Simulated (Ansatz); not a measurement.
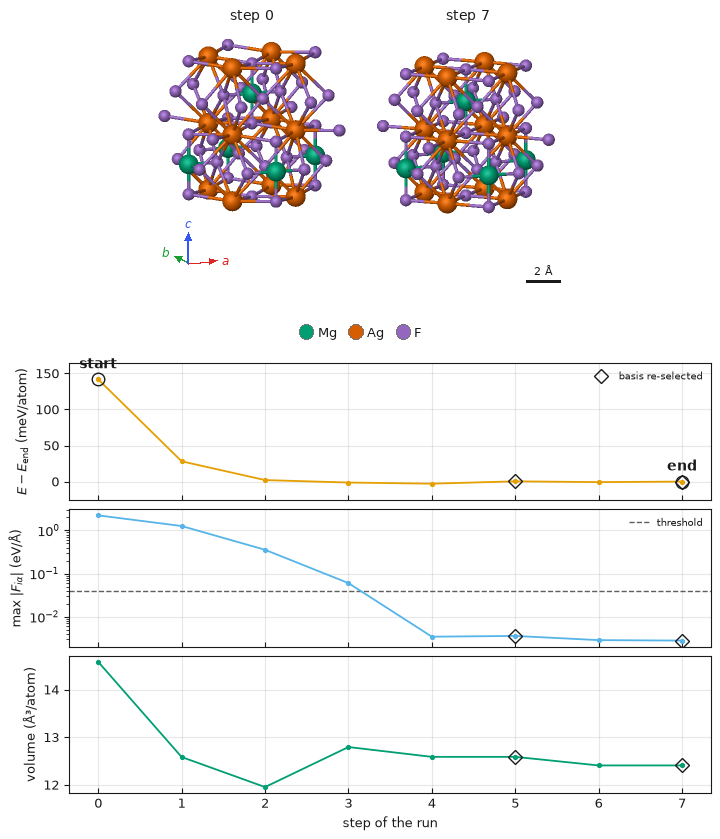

First and last geometry of a relaxation of a crystal of MgAg2F6 (a generated structure, set up in Fm-3m) (coarse preliminary run), with the history of the run. The picture is a ball-and-stick view of the atoms within 5.8 Å of the atom that moves most (axes of the conventional cell (4 times the calculation's cell)), seen slightly off an axis. Lengths and directions refer to the drawn axes.

Level of theory: DFT PBE, scalar-relativistic, plane waves, PAW (Ansatz 0.2.0). (plane-wave cutoff 420 eV; k-point mesh 4 × 4 × 4; occupations gaussian; smearing width 0.1 eV; collinear spin; cell and atoms relaxed; force threshold 0.04 eV/Å; at most 70 steps)

### Did the run converge, and what did it change?

It converged. Over 5 accepted moves (7 points after the start) the energy falls by 142 meV per atom. Largest force component: 2.2 eV/Å at the start, 0.0028 eV/Å at the end. Pressure: 3.50 GPa at the start and 0.04 GPa at the end. At 2 points the geometry stayed and the basis and grid were re-selected for the new cell (energy shift of 3.3 meV per atom at most each time). The largest moves relative to the cell, 0.21 Å, are those of F atoms. Ag and Mg stay in place. The drawn cell changes as follows: a = b = c 8.067 → 7.644 Å (−5.2 %); the volume changes by −14.9 %. Some distances before and after: Ag–F 2.859 → 2.703 Å, F–Mg 1.814 → 1.925 Å. The space group stays Fm-3m (No. 225). The run took 69 s on 1 thread of Arm Neoverse V1, on a shared host, peak memory 0.46 GiB.
